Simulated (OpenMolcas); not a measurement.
**CH5BFNO (SMILES COB(N)F): levels of theory compared**

Wanted: a comparison of 6 runs (HF/STO-3G, B3LYP/cc-pVDZ, BLYP/cc-pVDZ, TPSS/cc-pVDZ, revPBE/cc-pVDZ, MP2/cc-pVDZ) of CH5BFNO. 

Program for the calculation: OpenMolcas 26.06.

### Step 1. The molecule

CH5BFNO: 10 atoms, total charge 0, spin state singlet. SMILES: `COB(N)F`. Geometry: relaxed at PBE0-D4/def2-TZVP. This is one conformer, not always the lowest.

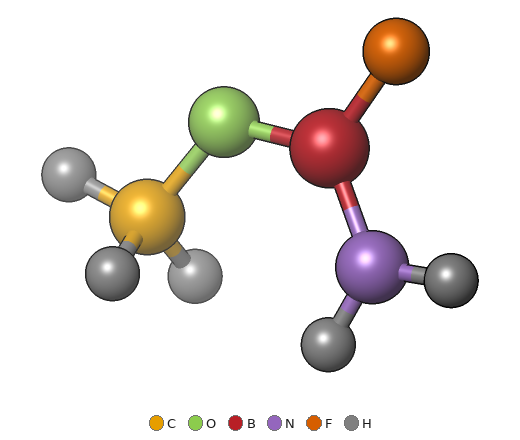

Viewed from a chosen angle; carbon amber, oxygen green, boron red, nitrogen purple, fluorine orange, hydrogen grey.

### Step 2. Energy and forces at HF/STO-3G (run 1)

calc.input

```
&GATEWAY
BasLib=$CurrDir
Coord
10
angstrom
C       -1.333500       0.263000      -0.477800
O       -0.091800       0.111300      -1.118500
B        1.035100      -0.141800      -0.402100
N        1.089100      -0.275300       0.995100
F        2.166400      -0.269400      -1.105200
H       -1.324800       1.107400       0.220800
H       -1.619300      -0.645300       0.064900
H       -2.085400       0.457300      -1.242600
H        0.293200      -0.194900       1.599400
H        1.953900      -0.463200       1.468800
Basis=STO-3G
Group=NoSym
&SEWARD
&SCF
Thresholds=1e-10 1e-07 1e-07 1e-05
PrOrbitals=1 1
&ALASKA
```

The basis set STO-3G is read from a file made from the Basis Set Exchange's data (not shown).

Command:

```console
$ export MOLCAS_MEM=1860
$ pymolcas calc.input > calc.log
```

Output:

```text
--- Start Module: gateway ---
[...]
--- Stop Module: gateway /rc=_RC_ALL_IS_WELL_ ---
[...]
      Basis functions           30
[...]
--- Start Module: scf ---
[...]
       Convergence after  12 Iterations
[...]
::    Total SCF energy                               -290.4591529543
[...]
      Total spin, S                                     0.0000000000
[...]
      Total electronic charge=   40.000000
      Total            charge=   -0.000000
[...]
      Dipole Moment (debye):
      Origin of the operator (angstrom)=    0.6169   -0.0692   -0.4281
                   X= -1.1833E+00               Y= -1.2613E-02               Z=  2.3794E+00           Total=  2.6574E+00
      Quadrupole Moment (debye*angstrom):
[...]
--- Stop Module: scf /rc=_RC_ALL_IS_WELL_ ---
[...]
--- Start Module: alaska ---
[...]
 *              Molecular gradients               *
 **************************************************
  Irreducible representation: a
 ------------------------------------------------------------------------------------------
                              X                       Y                       Z
 ------------------------------------------------------------------------------------------
  C1                6.61784655924880E-03   -2.83700142196475E-04   -8.76753084581949E-03
  O2               -1.24487045598047E-02    7.93138034543839E-04    1.44001074580444E-02
  B3               -2.05045807048317E-02    2.69822280086560E-03    8.57335740325027E-03
  N4                1.65270576577470E-03   -1.54726820898476E-03    1.42348311939813E-02
  F5                1.66095280964598E-02   -1.99903740357743E-03   -8.89329703967512E-03
  H6                3.21723732872004E-03    1.37596373220594E-03   -1.05990733806882E-03
  H7                2.61610268958301E-03   -2.17249990743928E-03   -1.36686957625454E-03
  H8                3.21278331117103E-03   -6.20376244223508E-04    7.94036380108221E-04
[...]
--- Stop Module: alaska /rc=_RC_ALL_IS_WELL_ ---
[...]
```

Wall time 5.1 s (1 thread of AMD EPYC 7R43 (Zen 3), shared host); peak memory 0.37 GiB.

### Step 3. Energy and gradient at B3LYP/cc-pVDZ (run 2)

calc.input

```
>>> EXPORT MOLCAS_PRINT=2

&gateway
 baslib = $CurrDir
 coord
 10
 angstrom
 C       -1.333500       0.263000      -0.477800
 O       -0.091800       0.111300      -1.118500
 B        1.035100      -0.141800      -0.402100
 N        1.089100      -0.275300       0.995100
 F        2.166400      -0.269400      -1.105200
 H       -1.324800       1.107400       0.220800
 H       -1.619300      -0.645300       0.064900
 H       -2.085400       0.457300      -1.242600
 H        0.293200      -0.194900       1.599400
 H        1.953900      -0.463200       1.468800
 basis = cc-pVDZ
 group = NoSym

&seward
 gridinput
 Grid=UltraFine
 End of Grid

&scf
 ksdft = B3LYP
 thresholds = 1e-10 1e-07 1e-07 1e-05
 prorbitals = 1

&alaska
```

The basis set cc-pVDZ is read from a file made from the Basis Set Exchange's data (not shown).

Command:

```console
$ export MOLCAS_MEM=1860
$ pymolcas calc.input > calc.log
```

Output:

```text
--- Start Module: gateway ---
[...]
--- Stop Module: gateway /rc=_RC_ALL_IS_WELL_ ---
[...]
      Basis functions           95
[...]
--- Start Module: scf ---
[...]
       Convergence after  15 Iterations
[...]
::    Total KS-DFT energy                            -295.9451933101
[...]
      Total spin, S                                     0.0000000000
[...]
      Total electronic charge=   40.000000
      Total            charge=   -0.000000
[...]
      Dipole Moment (debye):
      Origin of the operator (angstrom)=    0.6169   -0.0692   -0.4281
                   X= -1.6825E+00               Y=  2.3016E-02               Z=  2.9201E+00           Total=  3.3702E+00
      Quadrupole Moment (debye*angstrom):
[...]
--- Stop Module: scf /rc=_RC_ALL_IS_WELL_ ---
[...]
--- Start Module: alaska ---
[...]
 *              Molecular gradients               *
 **************************************************
  Irreducible representation: a
 ------------------------------------------------------------------------------------------
                              X                       Y                       Z
 ------------------------------------------------------------------------------------------
  C1               -1.12567841071431E-03    1.29533459657383E-04    1.06806338202525E-03
  O2               -7.93585102589311E-04   -5.08283849480762E-04    7.02323884965139E-03
  B3                3.86542397662432E-03   -8.71728123532367E-05   -6.17415815604450E-03
  N4                2.30184192762994E-04   -3.52313213300981E-04    3.49141188788593E-03
  F5               -9.67253933019663E-03    1.06487195756566E-03    6.32789327539918E-03
  H6                7.12909213802959E-04   -4.84864320803524E-03   -4.62542389556919E-03
  H7                2.37300130293039E-03    5.05081680899622E-03   -3.73872432523426E-03
  H8                5.09318899707134E-03   -1.24358737499830E-03    4.28701390644459E-03
[...]
--- Stop Module: alaska /rc=_RC_ALL_IS_WELL_ ---
[...]
```

Run time: 62 s. Hardware: 1 thread of AMD EPYC 7R43 (Zen 3), shared host; peak memory 0.52 GiB.

Runs 3 to 5 aren't shown in full; the table further down has their settings and results.

### Step 4. A single-point energy at MP2/cc-pVDZ (run 6)

mol.inp

```
>>> EXPORT MOLCAS_PRINT=2

&GATEWAY
 BASLIB = $CurrDir
 BASISSET
 C.cc-pVDZ....
 C1 -1.333500 0.263000 -0.477800 angstrom
 End of Basis
 BASISSET
 O.cc-pVDZ....
 O2 -0.091800 0.111300 -1.118500 angstrom
 End of Basis
 BASISSET
 B.cc-pVDZ....
 B3 1.035100 -0.141800 -0.402100 angstrom
 End of Basis
 BASISSET
 N.cc-pVDZ....
 N4 1.089100 -0.275300 0.995100 angstrom
 End of Basis
 BASISSET
 F.cc-pVDZ....
 F5 2.166400 -0.269400 -1.105200 angstrom
 End of Basis
 BASISSET
 H.cc-pVDZ....
 H6 -1.324800 1.107400 0.220800 angstrom
 H7 -1.619300 -0.645300 0.064900 angstrom
 H8 -2.085400 0.457300 -1.242600 angstrom
 H9 0.293200 -0.194900 1.599400 angstrom
 H10 1.953900 -0.463200 1.468800 angstrom
 End of Basis

&SEWARD

&SCF
 THRESHOLDS = 1e-10 1e-07 1e-07 1e-05
 PRORBITALS = 0

&MBPT2
 FROZEN = 5
```

The basis set cc-pVDZ is read from a file made from the Basis Set Exchange's data (not shown).

Command:

```console
$ export MOLCAS_MEM=1860
$ pymolcas mol.inp > mol.log
```

Output:

```text
--- Start Module: gateway ---
[...]
--- Stop Module: gateway /rc=_RC_ALL_IS_WELL_ ---
[...]
      Basis functions           95
[...]
--- Start Module: scf ---
[...]
       Convergence after  13 Iterations
[...]
::    Total SCF energy                               -294.3854797726
[...]
      Total spin, S                                     0.0000000000
[...]
      Total electronic charge=   40.000000
      Total            charge=   -0.000000
[...]
      Dipole Moment (debye):
      Origin of the operator (angstrom)=    0.6169   -0.0692   -0.4281
                   X= -1.9467E+00               Y=  4.5772E-02               Z=  3.1642E+00           Total=  3.7153E+00
      Quadrupole Moment (debye*angstrom):
[...]
--- Stop Module: scf /rc=_RC_ALL_IS_WELL_ ---
[...]
--- Start Module: mbpt2 ---
[...]
WARNING!
Default frozen orbitals as non valence orbitals is overwritten by user input.
Default values:   5
[...]
       Reference weight ( Cref**2 )         =        0.82914
::    Total MBPT2 energy                             -295.1466192642
[...]
      Total MBPT2 calculations                           0.41      0.48
--- Stop Module: mbpt2 /rc=_RC_ALL_IS_WELL_ ---
[...]
```

Wall time 10 s (1 thread of AMD EPYC 7R43 (Zen 3), shared host); peak memory 0.52 GiB.

### Step 5. The series

| run | level | integration grid | task | energy (Eh) | dipole moment (D) of the reference | HOMO energy (eV) | LUMO energy (eV) | wall time |
| --- | --- | --- | --- | --- | --- | --- | --- | --- |
| 1 | HF/STO-3G | – | gradient | -290.459153 | 2.66 | -9.04 | 10.84 | 5.1 s |
| 2 | B3LYP/cc-pVDZ | UltraFine | gradient | -295.945193 | 3.37 | -7.36 | 1.22 | 62 s |
| 3 | BLYP/cc-pVDZ | UltraFine | gradient | -295.854498 | 3.21 | -5.92 | 0.66 | 52 s |
| 4 | TPSS/cc-pVDZ | UltraFine | gradient | -295.974477 | 3.28 | -6.16 | 0.98 | 86 s |
| 5 | revPBE/cc-pVDZ | UltraFine | gradient | -295.836892 | 3.21 | -6.03 | 0.79 | 53 s |
| 6 | MP2/cc-pVDZ | – | energy | -295.146619 | 3.72 | -11.54 | 4.63 | 10 s |

### Step 6. Outcome

| quantity | value |
| --- | --- |
| run 6: total energy | -295.14662 Eh |
| run 6: dipole moment (mean-field density) | 3.72 D |
| run 6: HOMO energy (Hartree–Fock orbitals) | -11.54 eV |
| run 6: LUMO energy (Hartree–Fock orbitals) | 4.63 eV |
| run 6: HOMO–LUMO gap (Hartree–Fock orbitals) | 16.16 eV |
| run 6: correlation energy (5 core orbitals frozen) | -761.1 mEh |

What this shows: Over runs 1, 2, 3, 4, 5 the dipole moment (its size) runs from 2.66 D (HF/STO-3G) to 3.37 D (B3LYP/cc-pVDZ). The two ends differ in method and basis. Over runs 1, 2, 3, 4, 5 the HOMO–LUMO gap runs from 6.59 eV (BLYP/cc-pVDZ) to 19.88 eV (HF/STO-3G). Totals of different functionals can't be ranked against each other. In run 1 the basis is minimal, so the values are rough. All runs together took 4.5 min, the longest 86 s.
